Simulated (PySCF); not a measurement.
H5BSSi, SMILES B[SiH2]S at its PBE/def2-SVP optimised geometry (Å):

```
8

B      1.5935    -0.7418     0.0000
Si    -0.4291    -0.7418     0.0000
S     -0.8670     1.3993     0.0000
H      2.2185    -0.7083     1.0424
H      2.2193    -0.7186    -1.0421
H     -1.0342    -1.3993     1.2157
H     -1.0349    -1.3991    -1.2154
H     -2.2193     1.2248    -0.0040
```

Calculation: PySCF with PBE/def2-TZVP. Cells within 0.4 Å of a nucleus heavier than hydrogen are left out (blank, or x).

Map of the LUMO amplitude (bohr^(-3/2)) on the plane z = 0.0 Å; orbital energy -3.76 eV, overall sign arbitrary:

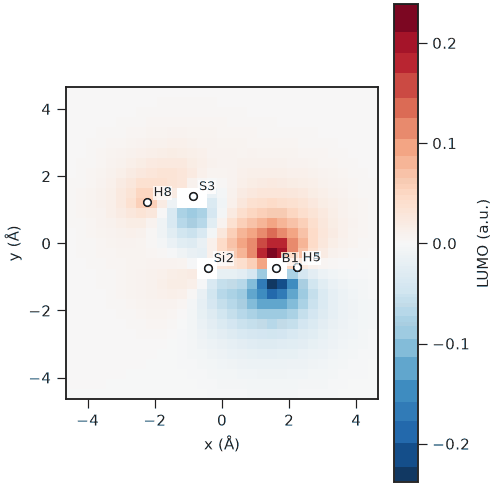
Fig. 1. LUMO amplitude (bohr^(-3/2)) on the plane z = 0.0 Å.
